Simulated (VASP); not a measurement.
# GW on BAs

Wanted: how far GW moves the Kohn-Sham levels of BAs. The cell is of the zinc-blende type. The start is a cell from a database of measured crystal structures.

Main program and level: VASP 6.6.1; PBE; plane waves and PAW (B_GW, As_GW), in the first sound run; inputs show where later runs differ.

**1. Set-up**

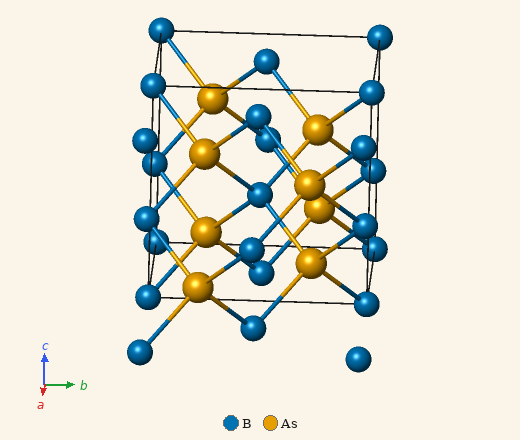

The starting structure, seen slightly off an axis (boron blue, arsenic orange). 2×1×1 cells are drawn. This picture shows the conventional cell, with its axes. Bonds to atoms that aren't drawn are left out. Some periodic images of atoms are drawn too.

Coordinates:

```xyz
2
Lattice="0.0000 2.3885 2.3885 2.3885 0.0000 2.3885 2.3885 2.3885 0.0000" Properties=species:S:1:pos:R:3 pbc="T T T"
B     0.0000    0.0000    0.0000
As    1.1943    1.1943    1.1943
```

**2. Ground state, k-mesh 4×4×4**

The orbitals come from a self-consistent PBE run with a tight EDIFF and a narrow smearing. KPOINTS_OPT adds the bands along a path, which shows whether the mesh holds the band edges.

INCAR

```
SYSTEM = BAs
PREC = Accurate
ENCUT = 340
EDIFF = 1E-08
NELM = 100
ISMEAR = 0
SIGMA = 0.01
LREAL = .FALSE.
ALGO = Normal
GGA = PE
NBANDS = 10
LORBIT = 11
LWAVE = .TRUE.
LCHARG = .FALSE.
KPAR = 8
```

POSCAR

```
BAs
1.0
    0.0000000000      2.3885000000      2.3885000000
    2.3885000000      0.0000000000      2.3885000000
    2.3885000000      2.3885000000      0.0000000000
B As
1 1
Direct
    0.0000000000      0.0000000000      0.0000000000
    0.2500000000      0.2500000000      0.2500000000
```

KPOINTS

```
Automatic mesh
0
Gamma
4 4 4
0 0 0
```

KPOINTS_OPT

```
Line mode
12
Line-mode
Reciprocal
  0.00000000   0.00000000   0.00000000 GAMMA
  0.50000000   0.00000000   0.50000000 X

  0.50000000   0.00000000   0.50000000 X
  0.50000000   0.25000000   0.75000000 W

  0.50000000   0.25000000   0.75000000 W
  0.37500000   0.37500000   0.75000000 K

  0.37500000   0.37500000   0.75000000 K
  0.00000000   0.00000000   0.00000000 GAMMA

  0.00000000   0.00000000   0.00000000 GAMMA
  0.50000000   0.50000000   0.50000000 L

  0.50000000   0.50000000   0.50000000 L
  0.62500000   0.25000000   0.62500000 U

  0.62500000   0.25000000   0.62500000 U
  0.50000000   0.25000000   0.75000000 W

  0.50000000   0.25000000   0.75000000 W
  0.50000000   0.50000000   0.50000000 L

  0.50000000   0.50000000   0.50000000 L
  0.37500000   0.37500000   0.75000000 K

  0.62500000   0.25000000   0.62500000 U
  0.50000000   0.00000000   0.50000000 X
```

The projector-augmented-wave data sets are B_GW and As_GW (PBE family, release 64).

On the command line:

```console
$ mpirun -np 8 vasp_std
```

The program printed:

```text
[banner, memory and clock lines left out]
running    8 mpi-ranks, on    1 nodes
 distrk:  each k-point on    1 cores,    8 groups
 distr:  one band on    1 cores,    1 groups

 POSCAR found type information on POSCAR B As
 POSCAR found :  2 types and       2 ions
|                                                                             |
|           W    W    AA    RRRRR   N    N  II  N    N   GGGG   !!!           |
|           W    W   A  A   R    R  NN   N  II  NN   N  G    G  !!!           |
|           W    W  A    A  R    R  N N  N  II  N N  N  G       !!!           |
|           W WW W  AAAAAA  RRRRR   N  N N  II  N  N N  G  GGG   !            |
|           WW  WW  A    A  R   R   N   NN  II  N   NN  G    G                |
|           W    W  A    A  R    R  N    N  II  N    N   GGGG   !!!           |
|                                                                             |
|     For optimal performance we recommend to set                             |
|       NCORE = 2 up to number-of-cores-per-socket                            |
|     NCORE specifies how many cores store one orbital (NPAR=cpu/NCORE).      |
|     This setting can greatly improve the performance of VASP for DFT.       |
|     The default, NCORE=1 might be grossly inefficient on modern             |
|     multi-core architectures or massively parallel machines. Do your        |
|     Unfortunately you need to use the default for GW and RPA                |
|     calculations (for HF NCORE is supported but not extensively tested      |
|     yet).                                                                   |
|                                                                             |

 LDA part: xc-table for (Slater+PW92), standard interpolation
 POSCAR, INCAR and KPOINTS ok, starting setup
 FFT: planning ... GRIDC
 FFT: planning ... GRID_SOFT
 FFT: planning ... GRID
 WAVECAR not read
 entering main loop
       N       E                     dE             d eps       ncg     rms          rms(c)
DAV:   1     0.118093416752E+02    0.11809E+02   -0.31488E+03   160   0.562E+02
DAV:   2    -0.113920672409E+02   -0.23201E+02   -0.21390E+02   254   0.115E+02
DAV:   3    -0.119181062803E+02   -0.52604E+00   -0.52557E+00   196   0.150E+01
DAV:   4    -0.119212718738E+02   -0.31656E-02   -0.31654E-02   230   0.146E+00
DAV:   5    -0.119212811245E+02   -0.92507E-05   -0.92505E-05   190   0.550E-02    0.412E+00
DAV:   6    -0.112900356098E+02    0.63125E+00   -0.18749E+00   234   0.709E+00    0.175E+00
DAV:   7    -0.112282848365E+02    0.61751E-01   -0.18252E-01   210   0.237E+00    0.773E-01
DAV:   8    -0.112205996809E+02    0.76852E-02   -0.23284E-02   182   0.965E-01    0.827E-02
DAV:   9    -0.112210376481E+02   -0.43797E-03   -0.78054E-04   196   0.177E-01    0.454E-02
DAV:  10    -0.112212088527E+02   -0.17120E-03   -0.25186E-04   188   0.111E-01    0.948E-03
DAV:  11    -0.112212076859E+02    0.11668E-05   -0.97799E-06   188   0.179E-02    0.446E-03
DAV:  12    -0.112212085152E+02   -0.82930E-06   -0.26217E-06   190   0.109E-02    0.669E-04
DAV:  13    -0.112212085030E+02    0.12168E-07   -0.74807E-08   190   0.190E-03    0.328E-04
DAV:  14    -0.112212086483E+02   -0.14530E-06   -0.14364E-08   162   0.657E-04    0.763E-05
DAV:  15    -0.112212086293E+02    0.19018E-07   -0.14090E-09   116   0.255E-04    0.298E-05
DAV:  16    -0.112212086096E+02    0.19716E-07   -0.22521E-10   110   0.112E-04    0.638E-06
DAV:  17    -0.112212086120E+02   -0.24230E-08   -0.14865E-11   110   0.354E-05
   1 F= -.11221209E+02 E0= -.11221209E+02  d E =-.239161E-50
 Start KPOINTS_OPT (optional k-point list driver)
k-point batch [1-8\120]
       N       E                     dE             ncg
DAV:   1     0.259353676134E+03   -0.27811E+03      160
DAV:   2     0.785218575335E+02   -0.18083E+03      260
DAV:   3     0.729185534242E+02   -0.56033E+01      184
DAV:   4     0.728737789268E+02   -0.44774E-01      206
DAV:   5     0.728729521824E+02   -0.82674E-03      186
DAV:   6     0.728729301903E+02   -0.21992E-04      228
DAV:   7     0.728729295247E+02   -0.66554E-06      188
DAV:   8     0.728729294944E+02   -0.30331E-07      190
DAV:   9     0.728729294925E+02   -0.18751E-08      126
[...]
k-point batch [113-120\120]
       N       E                     dE             ncg
DAV:   1     0.958146244817E+02   -0.20385E+04      160
DAV:   2    -0.528574356342E+02   -0.14867E+03      268
DAV:   3    -0.548791270244E+02   -0.20217E+01      220
DAV:   4    -0.548838529911E+02   -0.47260E-02      236
DAV:   5    -0.548838844042E+02   -0.31413E-04      222
DAV:   6    -0.548838844728E+02   -0.68601E-07      220
DAV:   7    -0.548838844737E+02   -0.96402E-09      232
 writing wavefunctions
```

It took 2 s on 8 MPI ranks of Intel Xeon 6975P-C (Granite Rapids), shared host; peak memory 0.91 GiB.

The logs omit lines about the potential files and the build; timing stands in the text.

From OUTCAR (step 2):

```text
ion  position               nearest neighbor table
   1  0.000  0.000  0.000-   2 2.07   2 2.07   2 2.07   2 2.07
   2  0.250  0.250  0.250-   1 2.07   1 2.07   1 2.07   1 2.07

  LATTYP: Found a face centered cubic cell.
 ALAT       =     4.7770000000

 Subroutine GETGRP returns: Found 24 space group operations
 (whereof 24 operations were pure point group operations)

The static configuration has the point symmetry T_d .

 Found      8 irreducible k-points:

   k-points           NKPTS =      8   k-points in BZ     NKDIM =      8   number of bands    NBANDS=     10

   dimension x,y,z NGX =    20 NGY =   20 NGZ =   20
   dimension x,y,z NGXF=    40 NGYF=   40 NGZF=   40

   ENCUT  =  340.0 eV  24.99 Ry    5.00 a.u.   5.08  5.08  5.08*2*pi/ulx,y,z

   NELECT =       8.0000    total number of electrons

 k-points in reciprocal lattice and weights: Automatic mesh
   0.00000000  0.00000000  0.00000000       0.016
   0.25000000  0.00000000  0.00000000       0.125
   0.50000000  0.00000000  0.00000000       0.062
   0.25000000  0.25000000  0.00000000       0.094
   0.50000000  0.25000000  0.00000000       0.375
  -0.25000000  0.25000000  0.00000000       0.188
   0.50000000  0.50000000  0.00000000       0.047
  -0.25000000  0.50000000  0.25000000       0.094

 average (electrostatic) potential at core
       1 -26.6777       2 -48.6973

 E-fermi :   6.3123

 k-point     1 :       0.0000    0.0000    0.0000
  band No.  band energies     occupation
      1      -9.2128      2.00000
      2       6.2082      2.00000
      3       6.2082      2.00000
      4       6.2082      2.00000
      5       9.4600      0.00000
      6       9.4600      0.00000
      7       9.4600      0.00000
      8      10.8657      0.00000
      9      15.7677      0.00000
    ...

 k-point     2 :       0.2500    0.0000    0.0000
  band No.  band energies     occupation
      1      -8.2101      2.00000
      2       1.2568      2.00000
      3       5.0546      2.00000
      4       5.0546      2.00000
      5       9.2513      0.00000
      6      10.8380      0.00000
      7      10.8380      0.00000
      8      14.0956      0.00000
      9      17.4094      0.00000
    ...

 k-point     3 :       0.5000    0.0000    0.0000
  band No.  band energies     occupation
      1      -6.3374      2.00000
      2      -2.5969      2.00000
      3       4.3806      2.00000
      4       4.3806      2.00000
      5       8.8770      0.00000
      6      10.9633      0.00000
      7      10.9633      0.00000
      8      15.0601      0.00000
      9      18.9166      0.00000
    ...

  Total        0.5942043      0.5942043      0.5942043      0.0000000      0.0000000      0.0000000
  in kB       34.9333821     34.9333821     34.9333821      0.0000000      0.0000000      0.0000000
  external PRESSURE =      34.9333821 kB  Pullay stress =       0.0000000 kB

  energy-cutoff  :      340.00
  volume of cell :       27.25
      direct lattice vectors                 reciprocal lattice vectors
     0.000000000  2.388500000  2.388500000    -0.209336404  0.209336404  0.209336404
     2.388500000  0.000000000  2.388500000     0.209336404 -0.209336404  0.209336404
     2.388500000  2.388500000  0.000000000     0.209336404  0.209336404 -0.209336404

 POSITION                                       TOTAL-FORCE (eV/Angst)
 -----------------------------------------------------------------------------------
      0.00000      0.00000      0.00000         0.000000     -0.000000      0.000000
      1.19425      1.19425      1.19425        -0.000000      0.000000     -0.000000
 -----------------------------------------------------------------------------------
    total drift:                                0.000001      0.000001      0.000000

  FREE ENERGIE OF THE ION-ELECTRON SYSTEM (eV)
  ---------------------------------------------------
  free  energy   TOTEN  =       -11.2212086120 eV

  energy  without entropy=      -11.2212086120  energy(sigma->0) =      -11.22120861

 total charge
# of ion       s       p       d       tot
------------------------------------------
    1        0.621   1.142   0.000   1.763
    2        1.141   1.644   0.086   2.871
--------------------------------------------------
tot          1.762   2.786   0.086   4.635

[... 3 further parts left out ...]
```

This step gave:

```yaml
free_energy_toten: -11.22 eV
fermi_energy: 6.312 eV
pressure: 3.493 GPa
least_gap_on_mesh_and_path: 1.156 eV
least_direct_gap_on_mesh_and_path: 3.252 eV
```

The highest empty bands on the path are converged less tightly, to about 0.1 eV. The electronic bands at the labelled points (eV, zero at the valence-band top; v1 is the highest filled band, c1 the lowest empty one):

| point | v3 | v2 | v1 | c1 | c2 | c3 | c4 |
| --- | --- | --- | --- | --- | --- | --- | --- |
| Γ | 0.00 | 0.00 | 0.00 | 3.25 | 3.25 | 3.25 | 4.66 |
| X | -8.54 | -4.09 | -4.09 | 1.40 | 1.42 | 11.35 | 11.35 |
| W | -8.07 | -5.51 | -5.21 | 5.23 | 5.92 | 6.78 | 7.01 |
| K | -8.16 | -5.97 | -3.50 | 2.02 | 5.52 | 9.19 | 9.74 |
| Γ | 0.00 | 0.00 | 0.00 | 3.25 | 3.25 | 3.25 | 4.66 |
| L | -8.81 | -1.83 | -1.83 | 2.67 | 4.76 | 4.76 | 8.85 |
| U | -8.16 | -5.97 | -3.50 | 2.02 | 5.52 | 9.19 | 9.74 |
| W | -8.07 | -5.51 | -5.21 | 5.23 | 5.92 | 6.78 | 7.01 |
| L | -8.81 | -1.83 | -1.83 | 2.67 | 4.76 | 4.76 | 8.85 |
| K | -8.16 | -5.97 | -3.50 | 2.02 | 5.52 | 9.19 | 9.74 |
| jump to U | -8.16 | -5.97 | -3.50 | 2.02 | 5.52 | 9.19 | 9.74 |
| X | -8.54 | -4.09 | -4.09 | 1.40 | 1.42 | 11.35 | 11.35 |

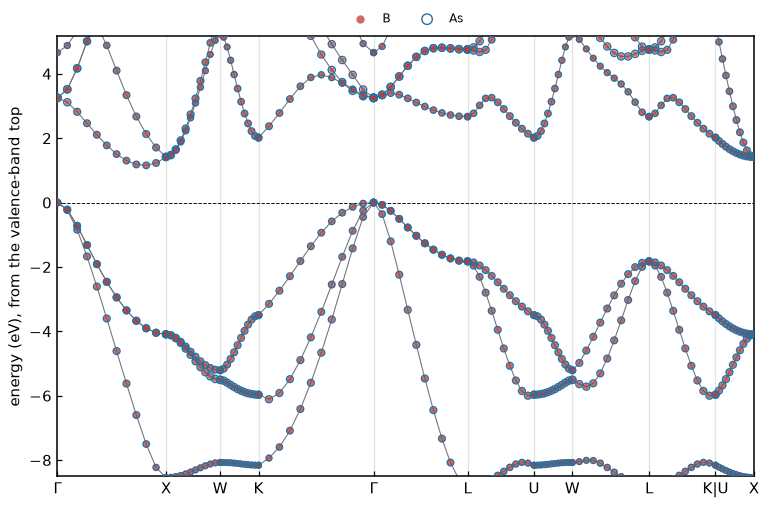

Electronic bands along the path; dots are coloured as in the legend, and their area grows with the weight.

The cell has a gap of 1.16 eV on mesh and path and a pressure of +3.5 GPa, which holds the strain of the given cell against this functional's own volume, and any error of cutoff and mesh. Spin-orbit coupling is left out, which can shift or reorder these edges.

**3. Empty bands, k-mesh 4×4×4**

The next step needs empty bands that the ground-state run didn't converge, so the Hamiltonian is diagonalised exactly for NBANDS bands, in a single step. LOPTICS writes the k-derivatives of the orbitals (WAVEDER), which give the long-wavelength limit of the screening.

INCAR

```
SYSTEM = BAs
PREC = Accurate
ENCUT = 340
ISMEAR = 0
SIGMA = 0.01
LREAL = .FALSE.
GGA = PE
NBANDS = 64
ALGO = Exact
NELM = 1
LWAVE = .TRUE.
LCHARG = .FALSE.
LOPTICS = .TRUE.
NEDOS = 1000
CSHIFT = 0.1
```

POSCAR is that of step 2.

KPOINTS is that of step 2.

On the command line:

```console
$ mpirun -np 8 vasp_std
```

The program printed:

```text
[banner, memory and clock lines left out]
running    8 mpi-ranks, on    1 nodes
 distrk:  each k-point on    8 cores,    1 groups
 distr:  one band on    1 cores,    8 groups

 POSCAR found type information on POSCAR B As
 POSCAR found :  2 types and       2 ions
 [... a notice as in an earlier step ...]

 LDA part: xc-table for (Slater+PW92), standard interpolation
 found WAVECAR, reading the header
  number of bands has changed, file:    10 present:    64
  trying to continue reading WAVECAR, but it might fail
 POSCAR, INCAR and KPOINTS ok, starting setup
 FFT: planning ... GRIDC
 FFT: planning ... GRID_SOFT
 FFT: planning ... GRID
 reading WAVECAR
 random initialization beyond band           10
 the WAVECAR file was read successfully
 initial charge from wavefunction
 entering main loop
       N       E                     dE             d eps       ncg     rms          rms(c)
DIA:   1    -0.112212086126E+02   -0.11221E+02    0.00000E+00     0   0.000E+00
   1 F= -.11221209E+02 E0= -.11221209E+02  d E =-.172111E-23
 writing wavefunctions
 optical routines
 imaginary and real dielectric function
 recalculating local potential from charge density
 direction            1
 direction            2
 direction            3
```

It took 1.2 s on 8 MPI ranks; peak memory 0.83 GiB; 4.7 s of CPU time.

From OUTCAR (step 3):

```text
The static configuration has the point symmetry T_d .

 Found      8 irreducible k-points:

   k-points           NKPTS =      8   k-points in BZ     NKDIM =      8   number of bands    NBANDS=     64

   NELECT =       8.0000    total number of electrons

 E-fermi :   6.2764

  Total        0.5942073      0.5942073      0.5942073     -0.0000000      0.0000000     -0.0000000
  in kB       34.9335594     34.9335594     34.9335594     -0.0000000      0.0000000     -0.0000000
  external PRESSURE =      34.9335594 kB  Pullay stress =       0.0000000 kB

  FREE ENERGIE OF THE ION-ELECTRON SYSTEM (eV)
  ---------------------------------------------------
  free  energy   TOTEN  =       -11.2212086126 eV

  energy  without entropy=      -11.2212086126  energy(sigma->0) =      -11.22120861

 plasma frequency squared (from intraband transitions) (eV^2)
  --------------------------------------------------------------------------------------
       0.000      -0.000      -0.000
      -0.000       0.000       0.000
      -0.000       0.000       0.000

[... 15 parts as in an earlier step ...]
```

WAVECAR now holds 64 bands for 8 electrons. Its independent-particle dielectric tensor has xx, yy, zz = 15.5, 15.5, 15.5 on this mesh, which isn't tested for convergence; a coarse zone-centred mesh tends to overstate it, local fields are missing, and the same mesh feeds the screening.

(Continued in part 2 of 3.)

[Lines on the potential files, build, host, timing and source positions are cut from VASP's logs without a mark.]

[Logs are printed without paths, hosts, clocks, repeated set-up lines and the standing remarks that a program may print on its own settings, such as how far it seeks lower states.]

[Hosts, paths, dates, database ids (printed as entryN), source tags and the programs' standing remarks are cut or masked in the printed files.]

[Measured values are set beside computed ones only where the two were judged alike; some that the calculation misses by far are left out.]

[Pressures printed for these runs are not shown converged in the cutoff: they can be off by several GPa and have the wrong sign.]
